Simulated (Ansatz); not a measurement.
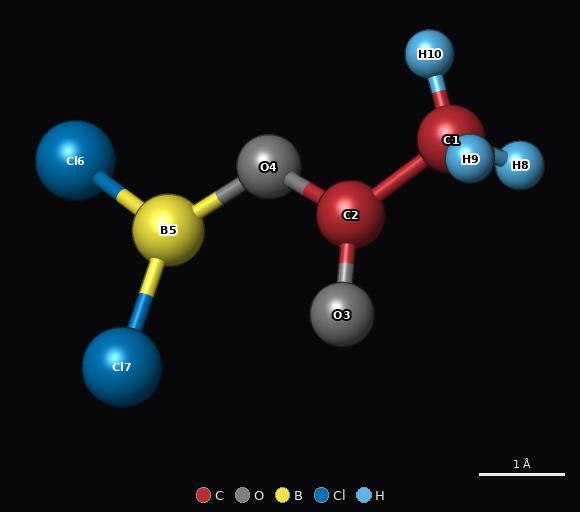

Starting structure of C2H3BCl2O2 (coarse preliminary run). A ball-and-stick model, seen at a tilt.

The start comes from a force field.

These are results of Ansatz, RKS PBE-D4/def2-SVP, not measurements.

Input file:
```yaml
crystal:
  periodic: [false, false, false]
  atoms:
    - {symbol: C, position_ang: [0.124800, -1.825600, 0.345200]}
    - {symbol: C, position_ang: [-0.298600, -0.340000, 0.290500]}
    - {symbol: O, position_ang: [-1.334900, 0.061900, 0.922900]}
    - {symbol: O, position_ang: [0.527100, 0.546900, -0.511100]}
    - {symbol: B, position_ang: [0.228800, 2.000500, -0.665400]}
    - {symbol: Cl, position_ang: [1.322600, 2.983900, -1.776500]}
    - {symbol: Cl, position_ang: [-1.043000, 2.922600, 0.309400]}
    - {symbol: H, position_ang: [-0.500200, -2.325000, -0.406800]}
    - {symbol: H, position_ang: [-0.095700, -2.173800, 1.392400]}
    - {symbol: H, position_ang: [1.152100, -1.902600, 0.102300]}
basis:
  gaussian: {orbitals: def2-SVP}
hamiltonian: {xc: pbe, dispersion: d4}
relax: {f_tol: 0.03, max_steps: 200}
```

Run as
```bash
ansatz run in.yaml --threads 4 --pin off --events-out ev --progress --plain --max-ram 11315MiB
```

What does the optimiser find from here?

Answer. The largest move after the best rigid fit is that of Cl7, 1.12 Å. By element the largest moves are Cl 1.12 Å, H 0.86 Å, O 0.38 Å, C 0.27 Å, B 0.14 Å. Near-neighbour distances that change, for instance: O4–B5 1.492 → 1.368 Å, B5–Cl7 1.849 → 1.758 Å, B5–Cl6 1.843 → 1.760 Å, C2–O3 1.279 → 1.202 Å. Among the angles between lasting bonds that change: C1–C2–O3 120.4° → 127.5°, C1–C2–O4 116.8° → 110.3°, C2–O4–B5 122.6° → 127.5°. Groups turn about C1–C2 by about 40°, C2–O4 by about 35°. The energy falls by 21.9 kcal/mol in 19 accepted moves (23 points after the start). Largest force component: 4.1 eV/Å at the start, 0.0083 eV/Å at the end. The line search rejected the trial steps at points 6, 10, 15, 19 of the run. Cost: 38 s on 4 threads of Arm Neoverse V2, with other jobs on the host.

Final geometry:

```xyz
10

C     0.1374   -1.6499    0.3816
C    -0.5570   -0.3277    0.2194
O    -1.6073    0.0107    0.6969
O     0.1702    0.5000   -0.6453
B     0.2504    1.8655   -0.6199
Cl    0.7756    2.6634   -2.0986
Cl   -0.0604    2.8095    0.8300
H     0.3025   -2.1123   -0.6120
H    -0.4676   -2.3160    1.0198
H     1.1391   -1.4943    0.8310
```

After the run, drawn alike:

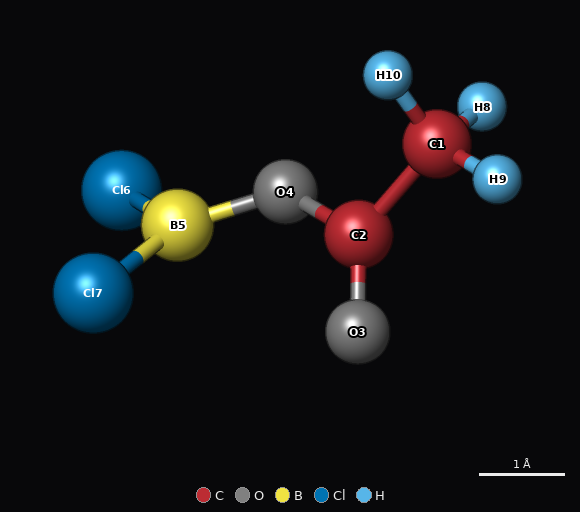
